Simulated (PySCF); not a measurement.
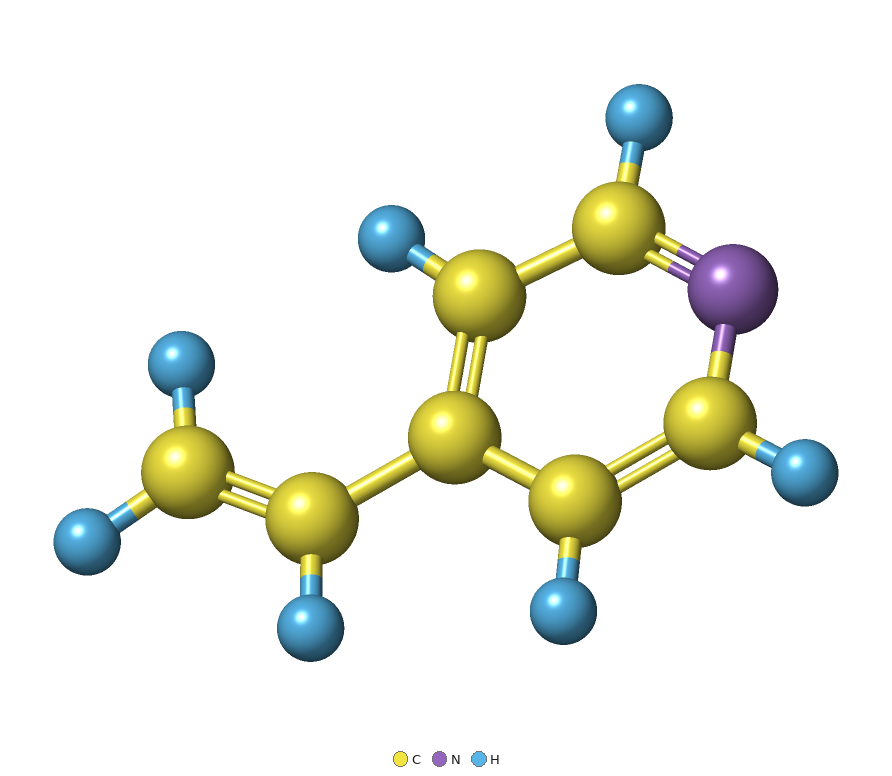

Rendered structure (ball-and-stick style). Double and triple bonds are drawn as two and three sticks.

Computed geometry: PBE0-D3(BJ)/def2-SVP optimisation. No frequency run is at hand to confirm it as a minimum.

**Count the atoms of each element.**

C₇H₇N, 15 atoms: 7 carbon, 7 hydrogen and 1 nitrogen.

**Count the bonded pairs by element.**

7 C–H, 6 C–C, 2 C–N.

More results for the same structure follow; atom numbers are the same in all pictures, views and colours differ.

**Symmetry**

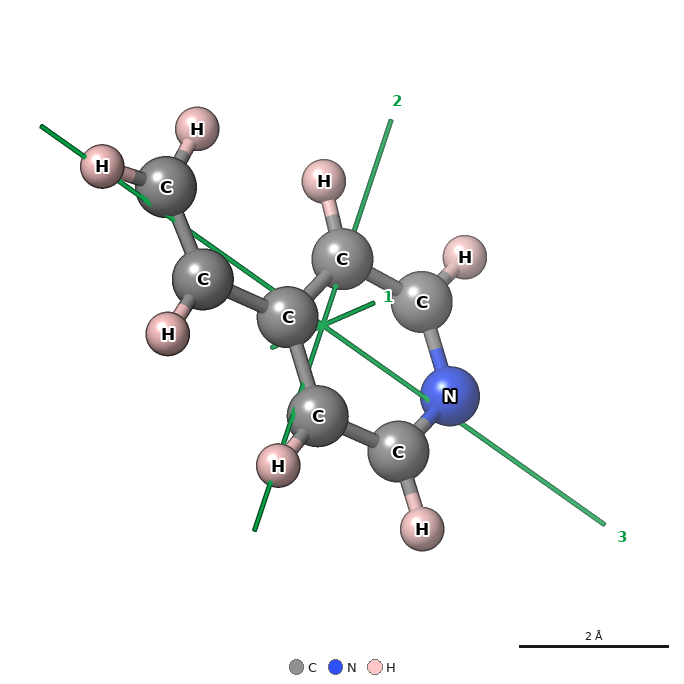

The three principal axes of inertia are drawn and numbered. Distant atoms are faded towards the background colour. No frequency run is at hand to confirm it as a minimum. Masses are those of the most abundant isotopes; constants are for the rigid equilibrium geometry.

**Which line is the a axis (least moment of inertia), which b and which c?**

a is line 3, b is line 2, c is line 1; the moments are 92.6, 327, 420 u Å².

**Classify the rotor and give the rotational constants (GHz).**

An asymmetric top (Cs): A = 5.46, B = 1.55, C = 1.20 GHz. Ray's parameter κ is −0.84, nearer the prolate limit.

**Charges**

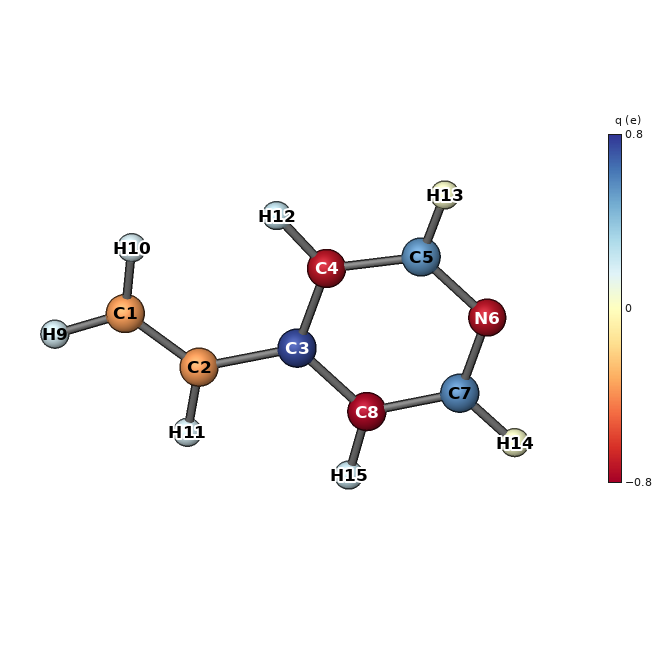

Atoms are coloured by their ESP-fitted charges. No frequency run is at hand to confirm it as a minimum. Method: PBE0/pcSseg-1, gas phase (PySCF 2.14.0).

List the ESP-fitted charges.

```
atom  value (e)
  C1      −0.36
  C2      −0.36
  C3       0.74
  C4      −0.72
  C5       0.54
  N6      −0.73
  C7       0.57
  C8      −0.76
  H9       0.19
 H10       0.18
 H11       0.19
 H12       0.24
 H13       0.03
 H14       0.03
 H15       0.23
```

**NMR shielding**

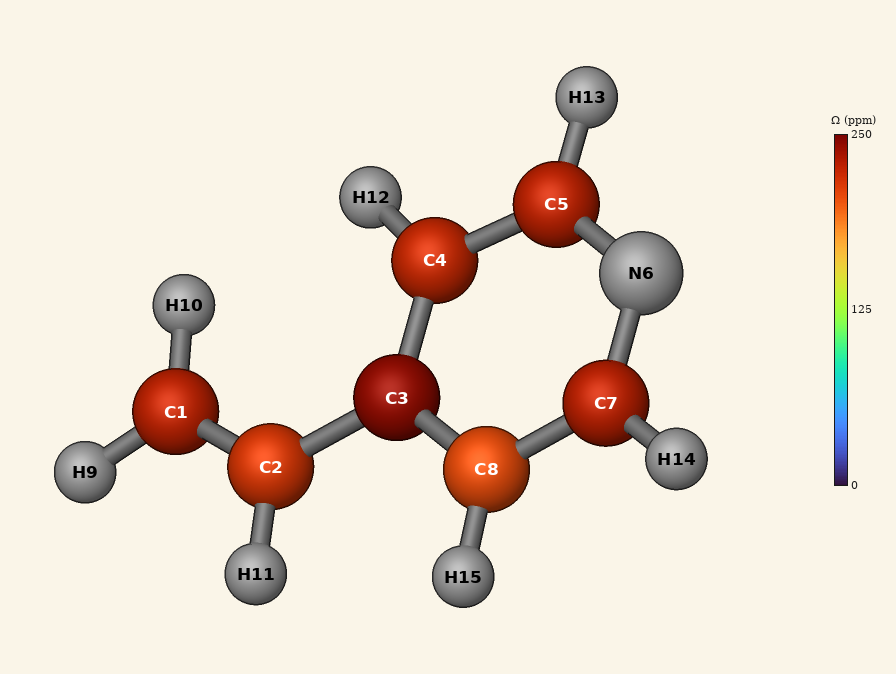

The C atoms are coloured by the span of their shielding tensor. No frequency run is at hand to confirm it as a minimum. Level of theory: GIAO PBE0/pcSseg-1 NMR shielding, non-relativistic, gas phase (PySCF 2.14.0). Principal shieldings σ11 ≤ σ22 ≤ σ33, span Ω = σ33 − σ11, skew κ = 3(σiso − σ22)/Ω.

Give the shielding tensors of the C atoms.

```csv
atom,σ11,σ22,σ33,σiso,Ω,κ
C1,−56.0,66.7,170.1,60.3,226.1,−0.09
C2,−74.0,55.2,140.5,40.6,214.5,−0.20
C3,−63.4,−2.5,178.0,37.4,241.4,0.50
C4,−44.3,57.2,178.3,63.7,222.6,0.09
C5,−82.9,25.9,143.2,28.7,226.2,0.04
C7,−84.9,24.6,142.5,27.4,227.4,0.04
C8,−46.0,54.0,158.9,55.6,204.9,0.02
```

Shieldings and span in ppm.

**Polarisability**

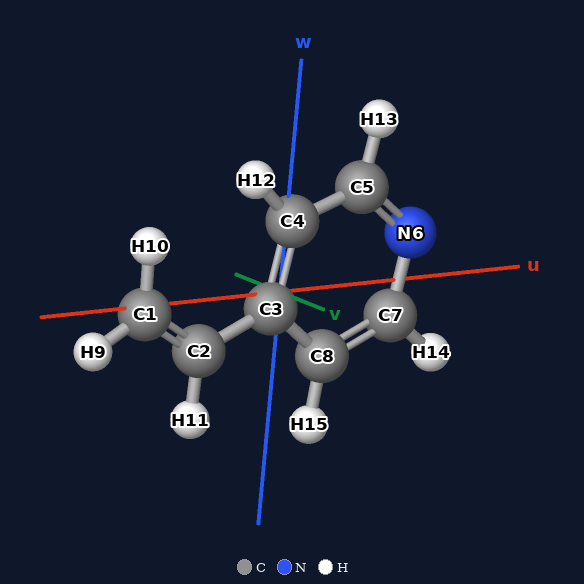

The lines u, v and w are the principal axes of the static dipole polarisability. No frequency run is at hand to confirm it as a minimum. Method: CAM-B3LYP/def2-SVPD (PySCF 2.14.0).

**Along which axis is the molecule most polarisable, and along which least?**

Most along u (in the molecular plane, close to the long direction C1···N6), least along v (normal to the molecular plane).

**Give the three principal values.**

u 126.7, v 51.3, w 92.7 bohr³; mean 90.2, anisotropy 65.4 bohr³.
